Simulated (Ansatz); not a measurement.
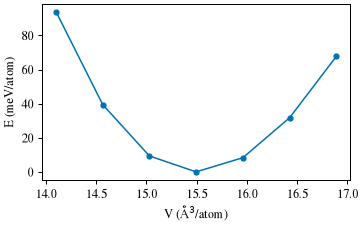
Figure. TiPt (CsCl type, Pm-3m) under volume change, PBEsol in the plane-wave PAW code Ansatz, scaled uniformly.

Question: What does a third-order Birch–Murnaghan fit give for V₀, B₀ and B′?

Answer: V₀ = 15.49 Å³/atom, B₀ = 202 GPa, B′ = 4.4.

The workflow started from an entry of the Crystallography Open Database (COD). Its standing as an ambient phase is unchecked. The cell was relaxed with PBEsol under the symmetry of its start. At this level the phase is mechanically unstable. No spin polarisation was allowed. Spin–orbit coupling is left out wherever it is not named.

Potentials: the later of the program's two PAW sets.
